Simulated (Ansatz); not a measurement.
System: C2H4···H3Sb (SMILES C=C.[SbH3]).

```csv
atom,x (Å),y (Å),z (Å)
C,-0.4879,0.2075,-1.6390
C,0.6383,-0.4530,-1.4182
H,-1.4458,-0.2994,-1.6870
H,-0.4993,1.2823,-1.7851
H,1.5960,0.0542,-1.3711
H,0.6492,-1.5278,-1.2728
Sb,-0.6679,0.5111,1.9755
H,-0.4252,0.4431,3.6704
H,0.9640,0.9339,1.7128
H,-0.3214,-1.1518,1.8146
```

Geometry: PBE0-D4/def2-TZVP; core potentials replace the inner electrons of Sb.

Computed with RKS PBE0-D4/def2-TZVPPD (Ansatz).

What can the converged electron density and electron localisation function tell about the bonding?

C–C (1.32 Å): ρ is about 2.4 e/Å³ halfway; the ELF peaks at about 0.95 between the atoms (a short, multiple covalent bond).
C–H (1.08 Å): the density is about 2 e/Å³ at the midpoint; the ELF climbs to about 1 towards the hydrogen, as it does in any bond to H (a covalent bond by its length).

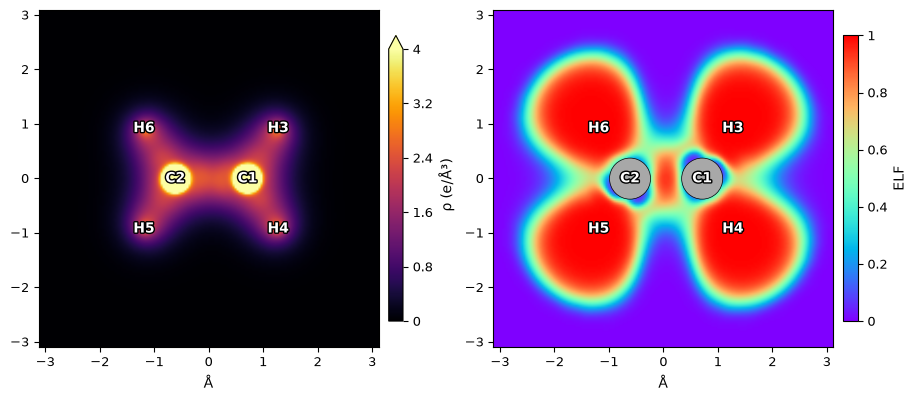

Computed electron density and electron localisation function on the plane of atoms C1, C2 and H6, in this order. Grey discs cover the atomic cores in the ELF map. 
